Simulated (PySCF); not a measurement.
**Run report: C₉H₁₈OSi₂, geometry relaxation**

- system: C₉H₁₈OSi₂ (Si(vinyl)3(OSiMe3))
- method: PBE0-D3(BJ)/def2-SVP geometry optimisation, gas phase (PySCF 2.14.0)

It belongs to a series of runs on one base structure; here: one ligand: Cl to OSiMe3.

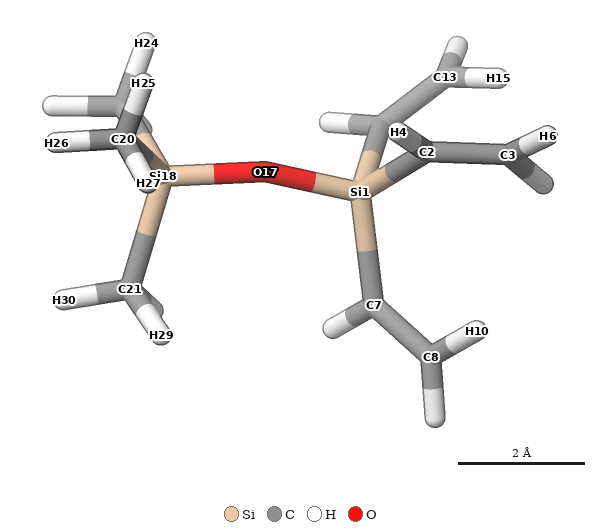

**Figure 1.** The structure as given in the input (stick view, seen at a tilt; atoms are numbered from 1 in the order of the input). Bond lengths as drawn: C–C 1.30 to 1.34 Å, C–H 0.98 to 1.19 Å, C–Si 1.86 to 1.98 Å and O–Si 1.60 to 1.63 Å.

Input file
```
{"job": {"xc": "PBE0", "basis": "def2-SVP", "d3": "d3bj", "grid": 1, "maxiter": 40, "shake": 0.03, "kind": "geom"}, "charge": 0, "multiplicity": 1}
Si     0.356970     0.528400     0.848460
C     -0.033880    -0.038000     2.577530
C      0.373460     0.552140     3.656950
H     -0.510690    -0.918040     2.675360
H      1.021740     1.436800     3.612450
H      0.221000     0.189180     4.664990
C      2.166470     0.689310     0.408620
C      3.185080     0.535640     1.240710
H      2.373910     0.918070    -0.570910
H      2.955700     0.299210     2.328510
H      4.148100     0.567780     0.982110
C     -0.483430     2.293050     0.528210
C     -0.931210     3.203250     1.402880
H     -0.736580     2.547440    -0.509890
H     -0.708850     2.945530     2.481780
H     -1.298990     4.166070     1.213280
O     -0.406770    -0.449550    -0.159000
Si    -0.790340    -1.194000    -1.554730
C     -1.977080    -0.124740    -2.533000
C     -1.634250    -2.856850    -1.100330
C      0.800780    -1.460170    -2.583530
H     -2.299770    -0.649670    -3.471090
H     -1.480560     0.868120    -2.898270
H     -2.855330     0.155450    -1.956660
H     -2.404320    -2.770920    -0.503150
H     -1.876200    -3.392080    -2.002670
H     -0.886260    -3.548090    -0.492510
H      1.288310    -0.491050    -2.848000
H      1.612680    -1.973080    -1.969030
H      0.666790    -2.030290    -3.482340
```

The first line tells a small driver script what to run in PySCF; the rest is the geometry in Å.

Machine: 2 CPU threads, shared host.

Launch command:
```bash
OMP_NUM_THREADS=2 python <driver script> task.json out
```

Log
```
step   0  E = -1006.78357105  max force = 0.132037
step   1  E = -1006.83669224  max force = 0.022860
step   2  E = -1006.83834024  max force = 0.020670
step   3  E = -1006.84440315  max force = 0.002720
step   4  E = -1006.84473530  max force = 0.001527
step   5  E = -1006.84509996  max force = 0.002363
step   6  E = -1006.84540341  max force = 0.002342
step   7  E = -1006.84565271  max force = 0.001378
step   8  E = -1006.84574007  max force = 0.001370
step   9  E = -1006.84580074  max force = 0.001061
step  10  E = -1006.84582588  max force = 0.000784
step  11  E = -1006.84583792  max force = 0.000495
step  12  E = -1006.84584067  max force = 0.000492
step  13  E = -1006.84584454  max force = 0.000375
optimisation converged
```

Trajectory as extended XYZ (Å, eV, eV/Å), 3 of the 14 frames kept, from step=0 to step=13
```
30
Properties=species:S:1:pos:R:3:forces:R:3 step=0 energy=-27395.97639
Si    0.3570    0.5284    0.8485   -0.3963   2.9963   0.8143
C    -0.0339   -0.0380    2.5775    1.5230   1.9010  -2.4667
C     0.3735    0.5521    3.6570    1.5881   1.7001   1.9154
H    -0.5107   -0.9180    2.6754   -2.2520  -3.5233   0.2725
H     1.0217    1.4368    3.6124   -0.1759   0.1846   0.0249
H     0.2210    0.1892    4.6650   -0.3151  -0.2903   0.4218
C     2.1665    0.6893    0.4086   -1.1260  -0.6061   2.2125
C     3.1851    0.5356    1.2407   -4.3079  -0.7938   3.1827
H     2.3739    0.9181   -0.5709    0.5869   0.6219  -2.9471
H     2.9557    0.2992    2.3285    0.4521   0.1898  -1.1174
H     4.1481    0.5678    0.9821    4.3509   0.3574  -1.2470
C    -0.4834    2.2931    0.5282   -0.2203  -0.5502  -0.2416
C    -0.9312    3.2033    1.4029    2.0618  -2.6799   2.2304
H    -0.7366    2.5474   -0.5099    0.3804  -0.2129  -0.3709
H    -0.7088    2.9455    2.4818   -0.5164   0.6085  -0.7448
H    -1.2990    4.1661    1.2133   -0.9488   1.5121  -0.6279
O    -0.4068   -0.4496   -0.1590   -0.3630  -0.8204  -0.3267
Si   -0.7903   -1.1940   -1.5547   -0.1586  -1.2253  -1.1284
C    -1.9771   -0.1247   -2.5330    0.9931   1.2193  -1.4592
C    -1.6342   -2.8569   -1.1003    6.7896  -0.9475  -1.8096
C     0.8008   -1.4602   -2.5835    1.0911   0.5115   1.8346
H    -2.2998   -0.6497   -3.4711    0.0838   0.2387   0.5945
H    -1.4806    0.8681   -2.8983   -0.6746  -1.5529   0.6810
H    -2.8553    0.1555   -1.9567   -0.4230   0.0529   0.2274
H    -2.4043   -2.7709   -0.5031   -4.8565   0.7510   3.3391
H    -1.8762   -3.3921   -2.0027   -0.3573  -0.4693  -0.6504
H    -0.8863   -3.5481   -0.4925   -1.1412   1.3230  -1.2463
H     1.2883   -0.4910   -2.8480   -0.4741  -0.2546  -0.0281
H     1.6127   -1.9731   -1.9690   -0.9597   0.2685  -0.4955
H     0.6668   -2.0303   -3.4823   -0.2343  -0.5101  -0.8437
30
Properties=species:S:1:pos:R:3:forces:R:3 step=6 energy=-27397.65893
Si    0.2597    0.6554    0.8400    0.0903  -0.0826  -0.0308
C     0.0384    0.0964    2.6105   -0.0062   0.1124  -0.0307
C     0.5772    0.7060    3.6740    0.0103  -0.0351  -0.0125
H    -0.5962   -0.7799    2.7834   -0.0393  -0.0799   0.0178
H     1.2185    1.5895    3.5721    0.0002   0.0043   0.0083
H     0.4091    0.3494    4.6966    0.0040   0.0133   0.0121
C     2.0777    0.7117    0.3822   -0.0245   0.0180   0.0371
C     3.0907    0.3565    1.1814   -0.1204  -0.0232   0.0027
H     2.3325    1.0541   -0.6296   -0.0011   0.0384  -0.0519
H     2.9184   -0.0034    2.2016   -0.0027  -0.0007   0.0145
H     4.1321    0.4022    0.8523    0.1032   0.0063  -0.0208
C    -0.5014    2.3415    0.5630    0.0517   0.0106   0.0361
C    -1.0133    3.1229    1.5210   -0.0204  -0.0710  -0.0549
H    -0.5056    2.7275   -0.4661    0.0021   0.0125  -0.0220
H    -1.0505    2.8011    2.5676    0.0113  -0.0014   0.0086
H    -1.4275    4.1113    1.3002   -0.0287   0.0633   0.0128
O    -0.4953   -0.4362   -0.1480   -0.0496  -0.0036   0.0880
Si   -0.7775   -1.2271   -1.5855    0.0786   0.0321   0.0082
C    -1.9355   -0.1678   -2.6100   -0.0248  -0.0538   0.0269
C    -1.5680   -2.8705   -1.1658   -0.0242   0.0144  -0.0942
C     0.8553   -1.4779   -2.4753   -0.0821  -0.0239  -0.0467
H    -2.2263   -0.6692   -3.5467    0.0189   0.0109  -0.0123
H    -1.4634    0.7931   -2.8663   -0.0020   0.0171  -0.0145
H    -2.8545    0.0475   -2.0422    0.0001   0.0159  -0.0049
H    -2.5018   -2.7105   -0.6097   -0.0651   0.0117   0.0891
H    -1.8218   -3.4386   -2.0752    0.0501  -0.0115  -0.0043
H    -0.9013   -3.4876   -0.5450    0.0132  -0.0074   0.0033
H     1.3071   -0.5157   -2.7627    0.0179   0.0052   0.0252
H     1.5700   -2.0171   -1.8351    0.0236   0.0124   0.0066
H     0.7095   -2.0659   -3.3962    0.0155  -0.0045   0.0031
30
Properties=species:S:1:pos:R:3:forces:R:3 step=13 energy=-27397.67094
Si    0.2354    0.6545    0.8526   -0.0091  -0.0045  -0.0085
C     0.1061    0.1360    2.6435   -0.0022   0.0071  -0.0070
C     0.7102    0.7603    3.6620    0.0010  -0.0028  -0.0035
H    -0.5218   -0.7365    2.8675   -0.0048  -0.0055   0.0051
H     1.3496    1.6371    3.5046    0.0015   0.0012   0.0031
H     0.5984    0.4288    4.7009    0.0008   0.0020  -0.0001
C     2.0224    0.7578    0.2996    0.0005   0.0127   0.0085
C     3.0703    0.3268    1.0119   -0.0132  -0.0045  -0.0007
H     2.2275    1.2099   -0.6816   -0.0015  -0.0024  -0.0059
H     2.9422   -0.1291    2.0001    0.0020   0.0007   0.0012
H     4.0996    0.4089    0.6450    0.0088   0.0005  -0.0022
C    -0.5683    2.3200    0.5681   -0.0048  -0.0012   0.0016
C    -1.1721    3.0492    1.5135    0.0078  -0.0012  -0.0044
H    -0.5439    2.7281   -0.4530   -0.0023  -0.0007  -0.0017
H    -1.2338    2.7026    2.5515    0.0005  -0.0012   0.0009
H    -1.6304    4.0212    1.2982   -0.0017   0.0026   0.0025
O    -0.5651   -0.4846   -0.0481    0.0190  -0.0099   0.0193
Si   -0.7789   -1.2359   -1.5222    0.0062   0.0080  -0.0091
C    -1.8204   -0.1212   -2.6118   -0.0005  -0.0103  -0.0045
C    -1.6587   -2.8527   -1.1884    0.0036  -0.0020  -0.0175
C     0.8941   -1.5404   -2.3150   -0.0056   0.0051   0.0032
H    -2.0268   -0.5945   -3.5852   -0.0003   0.0053  -0.0011
H    -1.3058    0.8337   -2.8039   -0.0024   0.0031   0.0009
H    -2.7849    0.1064   -2.1318    0.0014   0.0009   0.0044
H    -2.6239   -2.6769   -0.6893   -0.0075   0.0060   0.0105
H    -1.8539   -3.4007   -2.1240    0.0030  -0.0010   0.0026
H    -1.0515   -3.4985   -0.5350   -0.0021  -0.0020   0.0033
H     1.4039   -0.5920   -2.5461    0.0022  -0.0021  -0.0012
H     1.5481   -2.1153   -1.6411    0.0023  -0.0005  -0.0015
H     0.7890   -2.1042   -3.2558   -0.0024  -0.0032   0.0019
```

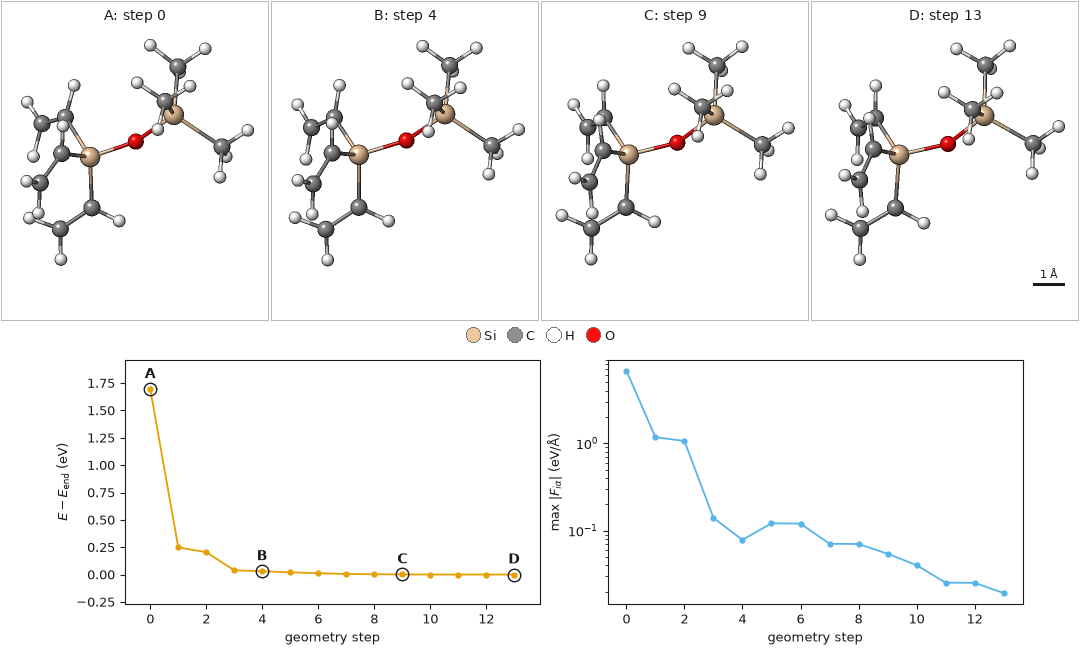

**Figure 2.** Frames of the relaxation (ball-and-stick view, seen at an oblique angle) above the curves, on which the letters mark them (steps are counted from 0).

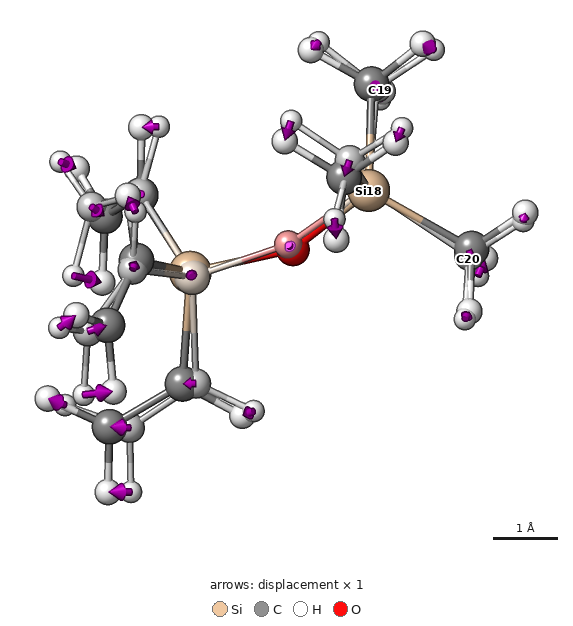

**Figure 3.** Start (faint) and end (solid) with the displacements as pink arrows, at true length (ball-and-stick view, seen at an oblique angle). The two geometries are laid on each other by the best rigid fit. The atom that moves furthest after the best rigid fit is H15 (0.60 Å). Largest moves by element: H 0.60 Å, C 0.37 Å, O 0.19 Å, Si 0.17 Å. Among the contacts that change: C20–H25 0.978 → 1.101 Å, Si1–C12 1.981 → 1.871 Å, C8–H11 0.998 → 1.096 Å, C2–H4 1.006 → 1.098 Å. Among the angles that change: Si1–O17–Si18 158.9° → 148.3°, C12–C13–H15 113.7° → 121.5°, C12–C13–H16 128.6° → 122.2°. After 13 geometry steps the energy has fallen by 1.695 eV. The largest force component goes from 6.8 to 0.019 eV/Å. (Atoms are counted from 1 in the order of the input.)

Key numbers

```tsv
quantity	value
outcome	converged
total energy	−1006.845845 hartree
dipole moment	0.45 D
point group	C1
wall time	7.1 min (CPU time 16 min)
peak memory	2.1 GiB
```
